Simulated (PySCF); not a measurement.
**C₄H₃Br₂N₃: NMR shifts at several levels of theory**

Aim: compute the NMR shifts of C₄H₃Br₂N₃ (`Nc1ncc(Br)nc1Br`) at several levels, and see how far they spread and what each costs.

Programs: PySCF 2.14.0, with density-fitted response routines of our own. Each step states its level of theory. These are calculated values for one molecule in the gas phase, unless marked as measured. Atoms are numbered from 0 throughout.

### Step 1. The molecule as given

12 atoms, charge 0, multiplicity 1; geometry from: GFN2-xTB.

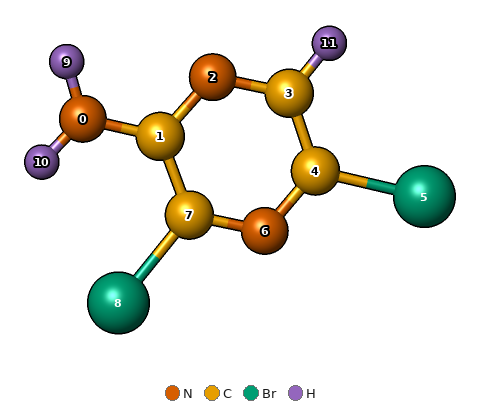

As it starts; nitrogen orange, carbon amber, bromine teal, hydrogen purple, atoms numbered.

### Step 2. Geometry optimisation at PBE0-D3(BJ)/def2-SVP

The job: settings as JSON, then the geometry in Å.

```
{"job": {"xc": "PBE0", "basis": "def2-SVP", "d3": "d3bj", "grid": 1, "kind": "geom"}, "charge": 0, "multiplicity": 1}
N     -2.591610     1.744480    -0.808260
C     -1.333850     1.316850    -0.624650
N     -0.328260     2.086480    -1.043230
C      0.917960     1.681060    -0.877520
C      1.189260     0.464640    -0.272450
Br     2.958530    -0.155020    -0.019000
N      0.211660    -0.317530     0.155420
C     -1.015450     0.081960    -0.008870
Br    -2.391740    -1.071420     0.621960
H     -2.738920     2.635330    -1.246860
H     -3.371670     1.191420    -0.497900
H      1.697090     2.337880    -1.233310
```

The log of the run:

```text
step   0  E = -5465.00533104  max force = 0.011862
step   1  E = -5465.00599444  max force = 0.004525
step   2  E = -5465.00601048  max force = 0.003315
step   3  E = -5465.00607190  max force = 0.000665
step   4  E = -5465.00607335  max force = 0.000250
optimisation converged
```

Wall time 55 s (8 threads of Arm Neoverse V2, shared host).

Step by step:

```
step  energy from step 0 (eV)  largest force component (eV/Å)
   0                   0.0000                          0.6100
   1                  -0.0181                          0.2327
   2                  -0.0185                          0.1705
   3                  -0.0202                          0.0342
   4                  -0.0202                          0.0129
```

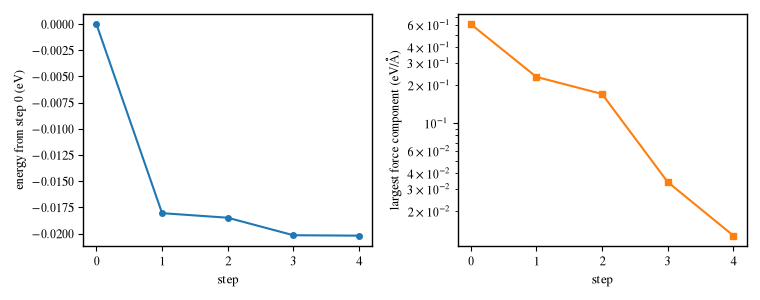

Energy and force, step by step.

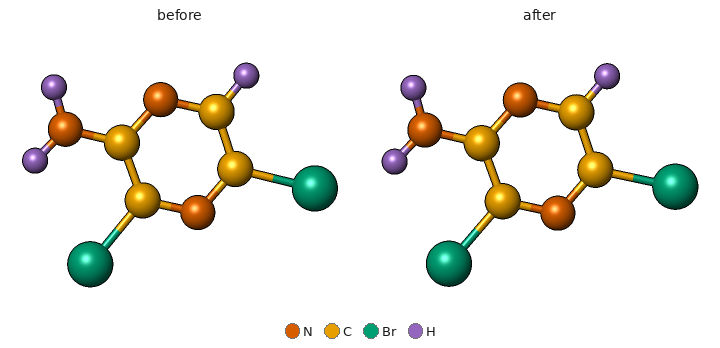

Before and after, at one scale.

Close pairs (by a distance rule), those that changed most:

```
  bond  before (Å)  after (Å)  change (Å)
C3–H11       1.079      1.094      +0.015
 C3–C4       1.385      1.395      +0.010
 C1–C7       1.416      1.424      +0.008
 N0–C1       1.341      1.347      +0.006
 N0–H9       1.004      1.009      +0.006
C4–Br5       1.892      1.886      -0.005
C7–Br8       1.903      1.898      -0.005
 N2–C3       1.321      1.325      +0.004
```

The final coordinates are the input of the step that follows.

```
                         at the end point                value
  point group (found at 0.08 Å tolerance)                   Cs
rotational constants (GHz, main isotopes)  1.583, 0.373, 0.302
                        dipole moment (D)                 3.49
```

### Step 3. NMR shieldings: PBE0/pcSseg-2

The job: settings as JSON, then the geometry in Å.

```
{"job": {"kind": "nmr", "xc": "PBE0", "basis": "pcSseg-2", "pop": false}, "charge": 0, "multiplicity": 1}
N     -2.599921     1.738201    -0.801967
C     -1.334215     1.312136    -0.623634
N     -0.333548     2.086771    -1.046329
C      0.915558     1.678229    -0.878176
C      1.194078     0.455445    -0.267030
Br     2.978300    -0.111061    -0.034128
N      0.217041    -0.325125     0.157867
C     -1.011976     0.070683    -0.004898
Br    -2.414193    -1.053355     0.605805
H     -2.748685     2.633931    -1.242952
H     -3.379642     1.181201    -0.486499
H      1.720202     2.329074    -1.232729
```

Method: GIAO PBE0/pcSseg-2 NMR shielding, non-relativistic, gas phase.

The log of the run:

```text
coarse grid: 58160 points
cycle   1  E = -5465.9719245733  dE = -7.376e-01  |g| = 1.391e+00  |ddm| = 3.043e+00
cycle   2  E = -5465.9169080490  dE =  5.502e-02  |g| = 1.097e+00  |ddm| = 1.024e+00
cycle   3  E = -5466.0075872181  dE = -9.068e-02  |g| = 4.332e-01  |ddm| = 8.205e-01
cycle   4  E = -5466.0459887864  dE = -3.840e-02  |g| = 1.535e-01  |ddm| = 3.770e-01
cycle   5  E = -5466.0503260178  dE = -4.337e-03  |g| = 4.652e-02  |ddm| = 1.263e-01
cycle   6  E = -5466.0508059376  dE = -4.799e-04  |g| = 8.370e-03  |ddm| = 3.681e-02
cycle   7  E = -5466.0508183882  dE = -1.245e-05  |g| = 3.088e-03  |ddm| = 9.622e-03
cycle   8  E = -5466.0508203803  dE = -1.992e-06  |g| = 9.658e-04  |ddm| = 2.753e-03
final grid: 120072 points
cycle   9  E = -5466.0508521392  dE =  4.379e-07  |g| = 1.702e-03  |ddm| = 2.895e-03
cycle  10  E = -5466.0508498677  dE =  2.271e-06  |g| = 3.468e-03  |ddm| = 3.531e-03
cycle  11  E = -5466.0508528218  dE = -2.954e-06  |g| = 2.990e-04  |ddm| = 2.430e-03
cycle  12  E = -5466.0508528388  dE = -1.699e-08  |g| = 4.325e-05  |ddm| = 1.908e-04
cycle  13  E = -5466.0508528392  dE = -3.847e-10  |g| = 8.896e-06  |ddm| = 3.774e-05
converged SCF energy = -5466.0508528392

GIAO shielding tensors (ppm)
atom      isotropic    diamagn.    paramagn.     s11        s22        s33       span
  0 N      175.243     316.906    -141.663    133.184    168.211    224.334     91.150
  1 C       24.786     258.246    -233.459    -54.827      4.651    124.535    179.362
  2 N      -61.717     319.702    -381.419   -317.873   -115.309    248.031    565.904
  3 C       29.487     254.518    -225.031    -69.405     35.986    121.880    191.285
  4 C       35.508     252.154    -216.646    -46.370     67.013     85.882    132.252
  5 Br    1998.518    3125.312   -1126.795   1529.937   1537.809   2927.807   1397.870
  6 N     -112.849     327.136    -439.985   -383.177   -174.256    218.886    602.063
  7 C       40.272     253.607    -213.334    -23.220     63.224     80.813    104.033
  8 Br    2009.264    3126.511   -1117.246   1523.855   1683.815   2820.123   1296.268
  9 H       26.494      28.203      -1.710     20.609     23.691     35.180     14.571
 10 H       26.107      30.224      -4.116     17.567     28.767     31.987     14.419
 11 H       23.167      29.575      -6.408     18.423     22.065     29.014     10.591
```

It took 1.7 min on 8 threads of Arm Neoverse V2, shared host.

The references, computed at this level on geometries of the same kind, shield at (ppm): 1H TMS 31.25, 13C TMS 184.1, 15N NH3 261.7, 79Br HBr 2592. Their shielding less the atom's gives the shift. The references are single molecules in the gas phase, so shifts against H2O, NH3, PH3, H3PO4 or CFCl3 are not on the usual liquid scales and can be off by tens of ppm. Atoms listed in one row are averaged.

```
  atoms                                         environment  σ (ppm)  δ (ppm)
     C1                    aromatic carbon bearing nitrogen     24.8    159.3
     C3                 aromatic CH next to a ring nitrogen     29.5    154.6
     C4                     aromatic carbon bearing bromine     35.5    148.6
     C7                     aromatic carbon bearing bromine     40.3    143.9
    H11  hydrogen on an aromatic CH next to a ring nitrogen    23.17     8.08
H9, H10                hydrogen on an aniline-type nitrogen    26.30     4.94
     N6                         pyridine-type ring nitrogen   -112.8    374.5
     N2                         pyridine-type ring nitrogen    -61.7    323.4
     N0                               aniline-type nitrogen    175.2     86.4
    Br5                                 bromine bonded to C     1999      594
    Br8                                 bromine bonded to C     2009      583
```

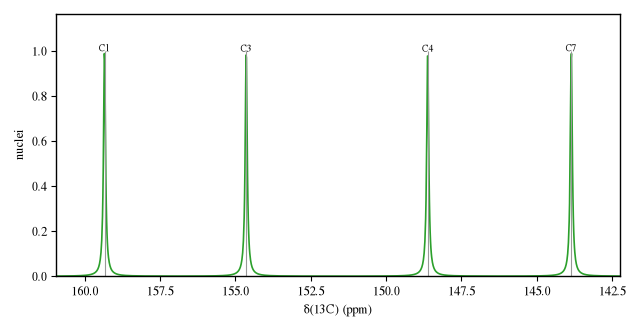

13C lines at the computed shifts, without couplings. Lines are broadened to a width of 0.08 ppm (Lorentzian).

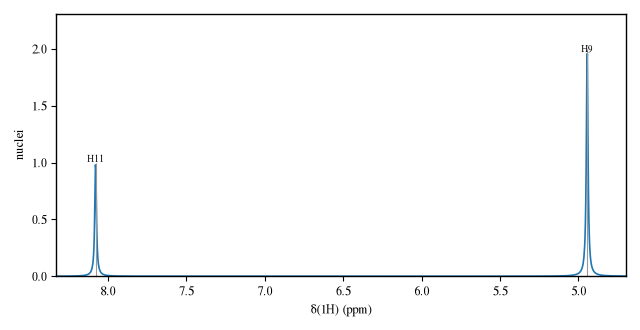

1H lines at the computed shifts, without couplings. Lines are broadened to a width of 0.01 ppm (Lorentzian).

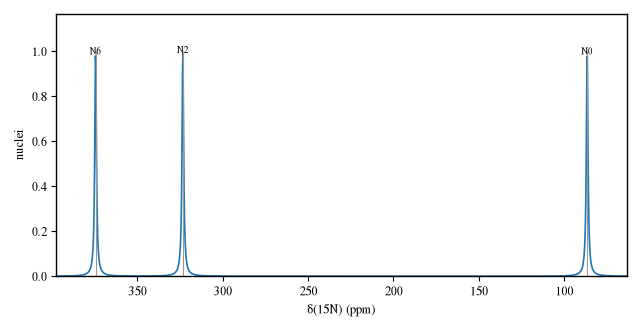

15N lines at the computed shifts, without couplings. Lines are broadened to a width of 1 ppm (Lorentzian).

Ring of atoms C1, N2, C3, C4, N6, C7: NICS(0) -5.8, NICS(1) -7.8, NICS(1)zz -19.7 ppm (means of both faces).

### Step 4. Shielding tensors: PBE/pcSseg-2

Settings changed since step 3:

```diff
@@ -1,2 +1,2 @@
-{"job": {"kind": "nmr", "xc": "PBE0", "basis": "pcSseg-2", "pop": false}, "charge": 0, "multiplicity": 1}
+{"job": {"kind": "nmr", "xc": "PBE", "basis": "pcSseg-2", "pop": false}, "charge": 0, "multiplicity": 1}
 N     -2.599921     1.738201    -0.801967
```

With the program's defaults for keys left out, this is: GIAO PBE/pcSseg-2 NMR shielding, non-relativistic, gas phase.

The log of the run:

```text
coarse grid: 58160 points
cycle   1  E = -5465.7903628706  dE = -9.903e-01  |g| = 1.647e+00  |ddm| = 3.088e+00
cycle   2  E = -5465.5658584498  dE =  2.245e-01  |g| = 1.628e+00  |ddm| = 2.225e+00
cycle   3  E = -5465.6969256719  dE = -1.311e-01  |g| = 8.797e-01  |ddm| = 2.257e+00
cycle   4  E = -5465.8686881292  dE = -1.718e-01  |g| = 3.199e-01  |ddm| = 9.493e-01
cycle   5  E = -5465.8865755299  dE = -1.789e-02  |g| = 1.671e-01  |ddm| = 3.426e-01
cycle   6  E = -5465.8934401662  dE = -6.865e-03  |g| = 3.560e-02  |ddm| = 1.482e-01
cycle   7  E = -5465.8936191666  dE = -1.790e-04  |g| = 1.973e-02  |ddm| = 4.065e-02
cycle   8  E = -5465.8937022968  dE = -8.313e-05  |g| = 5.039e-03  |ddm| = 1.451e-02
cycle   9  E = -5465.8937068875  dE = -4.591e-06  |g| = 2.111e-03  |ddm| = 5.660e-03
final grid: 120072 points
cycle  10  E = -5465.8937301051  dE =  7.593e-06  |g| = 6.017e-03  |ddm| = 8.101e-03
cycle  11  E = -5465.8936571834  dE =  7.292e-05  |g| = 1.824e-02  |ddm| = 2.166e-02
cycle  12  E = -5465.8937384464  dE = -8.126e-05  |g| = 1.166e-03  |ddm| = 1.644e-02
cycle  13  E = -5465.8937387920  dE = -3.456e-07  |g| = 1.991e-04  |ddm| = 1.094e-03
cycle  14  E = -5465.8937387988  dE = -6.771e-09  |g| = 3.419e-05  |ddm| = 1.363e-04
cycle  15  E = -5465.8937387990  dE = -2.310e-10  |g| = 1.169e-05  |ddm| = 3.381e-05
converged SCF energy = -5465.8937387990

GIAO shielding tensors (ppm)
atom      isotropic    diamagn.    paramagn.     s11        s22        s33       span
  0 N      166.912     316.055    -149.143    126.012    159.988    214.736     88.724
  1 C       23.969     258.685    -234.716    -48.937      3.835    117.010    165.947
  2 N      -58.757     321.968    -380.725   -302.738   -106.581    233.047    535.785
  3 C       28.267     254.253    -225.985    -63.765     35.774    112.793    176.558
  4 C       29.992     252.287    -222.294    -40.855     59.538     71.294    112.149
  5 Br    1906.102    3125.333   -1219.231   1425.171   1430.027   2863.107   1437.936
  6 N     -101.763     328.611    -430.374   -349.479   -161.163    205.353    554.832
  7 C       34.572     253.750    -219.178    -18.902     55.208     67.409     86.311
  8 Br    1915.208    3126.336   -1211.129   1419.805   1585.277   2740.541   1320.736
  9 H       26.580      28.369      -1.789     21.305     23.818     34.618     13.313
 10 H       26.050      30.463      -4.413     17.876     28.697     31.578     13.701
 11 H       23.262      29.746      -6.484     18.734     22.150     28.903     10.169
```

It took 54 s on 8 threads of Arm Neoverse V2, shared host.

Key values: δ C1 155.4, C3 151.1, C4 149.4, C7 144.8, H11 7.92, H9 4.86 ppm (means over like atoms).

### Step 5. Nuclear shieldings: wB97X-D/pcSseg-2

Settings changed since step 4:

```diff
@@ -1,2 +1,2 @@
-{"job": {"kind": "nmr", "xc": "PBE", "basis": "pcSseg-2", "pop": false}, "charge": 0, "multiplicity": 1}
+{"job": {"kind": "nmr", "xc": "wB97X-D", "basis": "pcSseg-2", "pop": false}, "charge": 0, "multiplicity": 1}
 N     -2.599921     1.738201    -0.801967
```

Level: GIAO wB97X-D/pcSseg-2 NMR shielding, non-relativistic, gas phase.

The log of the run:

```text
coarse grid: 58160 points
cycle   1  E = -5466.8909851411  dE = -4.748e-01  |g| = 1.412e+00  |ddm| = 2.967e+00
cycle   2  E = -5466.8915420028  dE = -5.569e-04  |g| = 1.018e+00  |ddm| = 9.534e-01
cycle   3  E = -5467.0000204509  dE = -1.085e-01  |g| = 2.462e-01  |ddm| = 6.089e-01
cycle   4  E = -5467.0120770275  dE = -1.206e-02  |g| = 8.828e-02  |ddm| = 1.910e-01
cycle   5  E = -5467.0133868636  dE = -1.310e-03  |g| = 1.513e-02  |ddm| = 6.838e-02
cycle   6  E = -5467.0134526580  dE = -6.579e-05  |g| = 9.625e-03  |ddm| = 2.842e-02
cycle   7  E = -5467.0134815386  dE = -2.888e-05  |g| = 1.854e-03  |ddm| = 1.814e-02
cycle   8  E = -5467.0134843285  dE = -2.790e-06  |g| = 8.762e-04  |ddm| = 6.130e-03
final grid: 120072 points
cycle   9  E = -5467.0132704587  dE = -4.939e-06  |g| = 1.280e-03  |ddm| = 7.758e-03
cycle  10  E = -5467.0132705235  dE = -6.481e-08  |g| = 1.355e-03  |ddm| = 1.727e-03
cycle  11  E = -5467.0132708637  dE = -3.402e-07  |g| = 2.025e-04  |ddm| = 9.981e-04
cycle  12  E = -5467.0132708865  dE = -2.275e-08  |g| = 1.364e-04  |ddm| = 3.112e-04
cycle  13  E = -5467.0132708965  dE = -9.982e-09  |g| = 4.471e-05  |ddm| = 2.073e-04
cycle  14  E = -5467.0132708986  dE = -2.147e-09  |g| = 2.940e-05  |ddm| = 1.086e-04
cycle  15  E = -5467.0132708991  dE = -5.020e-10  |g| = 5.956e-06  |ddm| = 6.145e-05
converged SCF energy = -5467.0132708991

GIAO shielding tensors (ppm)
atom      isotropic    diamagn.    paramagn.     s11        s22        s33       span
  0 N      177.200     315.926    -138.727    136.499    167.753    227.348     90.849
  1 C       21.476     257.470    -235.994    -62.237      1.928    124.736    186.973
  2 N      -64.196     318.182    -382.379   -322.965   -121.832    252.208    575.174
  3 C       27.191     253.909    -226.719    -76.274     34.644    123.202    199.476
  4 C       35.583     251.141    -215.558    -52.731     68.644     90.836    143.568
  5 Br    1996.040    3125.471   -1129.431   1494.113   1534.259   2959.749   1465.636
  6 N     -119.893     326.225    -446.118   -395.632   -186.282    222.237    617.869
  7 C       41.067     252.563    -211.496    -27.469     65.778     84.893    112.363
  8 Br    2009.486    3126.781   -1117.295   1518.916   1650.747   2858.796   1339.879
  9 H       26.583      28.579      -1.996     20.534     23.815     35.400     14.865
 10 H       26.282      30.083      -3.802     17.711     28.934     32.200     14.489
 11 H       23.212      29.457      -6.245     18.479     22.017     29.138     10.659
```

Run time: 2.4 min. Hardware: 8 threads of Arm Neoverse V2, shared host.

This run: δ C1 162.9, C3 157.2, C4 148.8, C7 143.3, H11 8.14, H9 4.92 ppm (means over like atoms).

### Step 6. NMR shieldings: KT2/pcSseg-2

Settings changed since step 5:

```diff
@@ -1,2 +1,2 @@
-{"job": {"kind": "nmr", "xc": "wB97X-D", "basis": "pcSseg-2", "pop": false}, "charge": 0, "multiplicity": 1}
+{"job": {"kind": "nmr", "xc": "KT2", "basis": "pcSseg-2", "pop": false}, "charge": 0, "multiplicity": 1}
 N     -2.599921     1.738201    -0.801967
```

With the program's defaults for keys left out, this is: GIAO KT2/pcSseg-2 NMR shielding, non-relativistic, gas phase.

The log of the run:

```text
coarse grid: 58160 points
cycle   1  E = -5491.9281215608  dE = -8.913e-01  |g| = 1.010e+00  |ddm| = 3.438e+00
cycle   2  E = -5491.7403090775  dE =  1.878e-01  |g| = 1.087e+00  |ddm| = 2.025e+00
cycle   3  E = -5491.8769915904  dE = -1.367e-01  |g| = 6.706e-01  |ddm| = 1.948e+00
cycle   4  E = -5491.9721482168  dE = -9.516e-02  |g| = 2.867e-01  |ddm| = 7.332e-01
cycle   5  E = -5491.9921710159  dE = -2.002e-02  |g| = 7.745e-02  |ddm| = 2.766e-01
cycle   6  E = -5491.9934448197  dE = -1.274e-03  |g| = 3.284e-02  |ddm| = 8.204e-02
cycle   7  E = -5491.9936678237  dE = -2.230e-04  |g| = 1.017e-02  |ddm| = 2.872e-02
cycle   8  E = -5491.9936862272  dE = -1.840e-05  |g| = 4.757e-03  |ddm| = 1.148e-02
cycle   9  E = -5491.9936910358  dE = -4.809e-06  |g| = 1.035e-03  |ddm| = 4.486e-03
final grid: 120072 points
cycle  10  E = -5491.9936829284  dE =  2.018e-06  |g| = 2.944e-03  |ddm| = 5.089e-03
cycle  11  E = -5491.9936638926  dE =  1.904e-05  |g| = 8.935e-03  |ddm| = 1.148e-02
cycle  12  E = -5491.9936852358  dE = -2.134e-05  |g| = 4.805e-04  |ddm| = 8.316e-03
cycle  13  E = -5491.9936852943  dE = -5.849e-08  |g| = 8.201e-05  |ddm| = 5.764e-04
cycle  14  E = -5491.9936852959  dE = -1.559e-09  |g| = 1.841e-05  |ddm| = 1.041e-04
cycle  15  E = -5491.9936852960  dE = -7.458e-11  |g| = 6.241e-06  |ddm| = 2.565e-05
converged SCF energy = -5491.9936852960

GIAO shielding tensors (ppm)
atom      isotropic    diamagn.    paramagn.     s11        s22        s33       span
  0 N      173.286     313.267    -139.981    136.219    164.202    219.437     83.218
  1 C       33.863     259.771    -225.908    -35.262     16.678    120.172    155.435
  2 N      -39.930     317.396    -357.327   -259.788    -89.140    229.137    488.925
  3 C       39.353     254.528    -215.175    -47.704     50.681    115.081    162.785
  4 C       41.575     253.470    -211.894    -26.698     75.232     76.192    102.890
  5 Br    1958.095    3129.699   -1171.603   1487.580   1497.751   2888.956   1401.376
  6 N      -86.086     327.595    -413.681   -312.660   -145.426    199.827    512.487
  7 C       45.840     255.360    -209.520     -5.624     69.709     73.437     79.061
  8 Br    1965.050    3130.960   -1165.910   1498.214   1632.548   2764.388   1266.173
  9 H       26.658      27.875      -1.217     21.242     23.858     34.873     13.631
 10 H       26.104      30.168      -4.063     17.753     28.827     31.733     13.980
 11 H       23.456      27.857      -4.402     18.845     22.779     28.743      9.899
```

It took 54 s on 8 threads of Arm Neoverse V2, shared host.

In short: δ C1 148.4, C3 142.9, C4 140.7, C7 136.4, H11 7.72, H9 4.80 ppm (means over like atoms).

### Step 7. Nuclear shieldings: HF/pcSseg-2

Settings changed since step 6:

```diff
@@ -1,2 +1,2 @@
-{"job": {"kind": "nmr", "xc": "KT2", "basis": "pcSseg-2", "pop": false}, "charge": 0, "multiplicity": 1}
+{"job": {"kind": "nmr", "xc": "HF", "basis": "pcSseg-2", "pop": false}, "charge": 0, "multiplicity": 1}
 N     -2.599921     1.738201    -0.801967
```

Level: GIAO HF/pcSseg-2 NMR shielding, non-relativistic, gas phase.

The log of the run:

```text
final grid: 120072 points
cycle   1  E = -5461.3466764894  dE =  1.206e-01  |g| = 1.084e+00  |ddm| = 3.076e+00
cycle   2  E = -5461.4774667436  dE = -1.308e-01  |g| = 5.794e-01  |ddm| = 9.750e-01
cycle   3  E = -5461.5346168087  dE = -5.715e-02  |g| = 1.203e-01  |ddm| = 4.493e-01
cycle   4  E = -5461.5395615261  dE = -4.945e-03  |g| = 5.994e-02  |ddm| = 1.650e-01
cycle   5  E = -5461.5406777457  dE = -1.116e-03  |g| = 1.654e-02  |ddm| = 8.318e-02
cycle   6  E = -5461.5408744145  dE = -1.967e-04  |g| = 7.672e-03  |ddm| = 3.995e-02
cycle   7  E = -5461.5409145279  dE = -4.011e-05  |g| = 3.654e-03  |ddm| = 1.508e-02
cycle   8  E = -5461.5409258134  dE = -1.129e-05  |g| = 1.197e-03  |ddm| = 8.868e-03
cycle   9  E = -5461.5409272818  dE = -1.468e-06  |g| = 6.078e-04  |ddm| = 2.574e-03
cycle  10  E = -5461.5409277467  dE = -4.649e-07  |g| = 3.155e-04  |ddm| = 1.468e-03
cycle  11  E = -5461.5409278547  dE = -1.080e-07  |g| = 9.657e-05  |ddm| = 9.329e-04
cycle  12  E = -5461.5409278617  dE = -7.008e-09  |g| = 3.181e-05  |ddm| = 2.156e-04
cycle  13  E = -5461.5409278625  dE = -7.603e-10  |g| = 1.272e-05  |ddm| = 8.277e-05
converged SCF energy = -5461.5409278625

GIAO shielding tensors (ppm)
atom      isotropic    diamagn.    paramagn.     s11        s22        s33       span
  0 N      194.890     317.017    -122.127    155.506    183.481    245.684     90.178
  1 C       26.611     255.390    -228.780    -68.461      8.528    139.765    208.227
  2 N      -62.907     315.849    -378.757   -328.819   -129.404    269.501    598.321
  3 C       32.968     252.860    -219.891    -79.666     40.831    137.740    217.406
  4 C       50.716     250.058    -199.342    -54.949     89.992    117.104    172.054
  5 Br    2215.853    3125.213    -909.360   1762.792   1846.787   3037.981   1275.189
  6 N     -150.182     323.406    -473.588   -476.391   -215.301    241.145    717.536
  7 C       54.652     251.089    -196.438    -33.487     86.412    111.030    144.518
  8 Br    2221.774    3126.614    -904.841   1817.984   1894.044   2953.294   1135.310
  9 H       26.630      28.591      -1.961     19.489     23.835     36.565     17.076
 10 H       26.492      30.104      -3.613     17.040     29.005     33.430     16.390
 11 H       23.342      29.890      -6.548     18.075     22.411     29.539     11.464
```

Run time: 86 s. Hardware: 8 threads of Arm Neoverse V2, shared host.

Key values: δ C1 164.9, C3 158.5, C4 140.8, C7 136.8, H11 8.34, H9 5.12 ppm (means over like atoms).

### Step 8. Comparing the runs: NMR shifts

Shifts (ppm) of some atoms, chosen among heavy atoms and hydrogens apart, means over like atoms, with basis size and wall time:

```
             run   H11    H9     N6     N2    N0  Br5  Br8  functions     time
   PBE0/pcSseg-2  8.08  4.94  374.5  323.4  86.4  594  583        420  1.7 min
    PBE/pcSseg-2  7.92  4.86  362.8  319.8  94.1  661  652        420     54 s
wB97X-D/pcSseg-2  8.14  4.92  380.0  324.3  82.9  582  568        420  2.4 min
    KT2/pcSseg-2  7.72  4.80  346.2  300.0  86.8  631  624        420     54 s
     HF/pcSseg-2  8.34  5.12  410.9  323.7  65.9  407  402        420     86 s
```

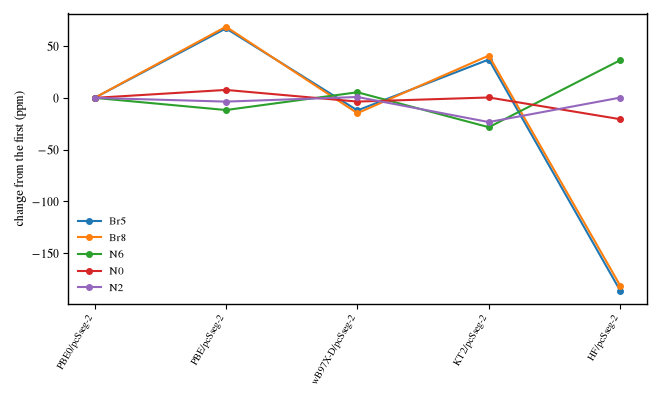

How five of the tabulated atoms move from run to run.

### Step 9. Summary of results

| quantity | value |
| --- | --- |
| point group | Cs |
| rotational constants (main isotopes) | 1.58, 0.37, 0.30 GHz |
| 13C shifts against TMS (PBE0/pcSseg-2) | 159.3, 154.6, 148.6, 143.9 ppm |
| 1H shifts against TMS (PBE0/pcSseg-2, means over atoms taken as alike) | 8.08, 4.94 ppm |
| 15N shifts against NH3 (PBE0/pcSseg-2) | 374.5, 323.4, 86.4 ppm |
| 79Br shifts against HBr (PBE0/pcSseg-2) | 594, 583 ppm |
| range of the shift of Br5 | 407 to 661 ppm |

In words: Single values in the summary come from the first run of each kind that ended normally (PBE0/pcSseg-2), which need not be the best level. Relaxing lowered the energy by 0.020 eV in 4 steps; the close pair that moved most is C3–H11, from 1.079 to 1.094 Å. C4, C7 stand next to heavy halogen, whose spin-orbit shielding this run leaves out, so the computed shift lies too far downfield, most of all for carbon beside Br or I. At PBE0/pcSseg-2: The largest span, 1398 ppm, is at Br5, where the paramagnetic term is -1127 ppm. NICS(1)zz of -20 ppm above the planar ring from C1 marks a diatropic (aromatic) ring current. In ppm, Br5 moves most: its shift spreads over 253 ppm, from 407 (HF/pcSseg-2) to 661 (PBE/pcSseg-2). Spin-orbit coupling is left out, which matters for shieldings and couplings at and beside the heavy atoms.
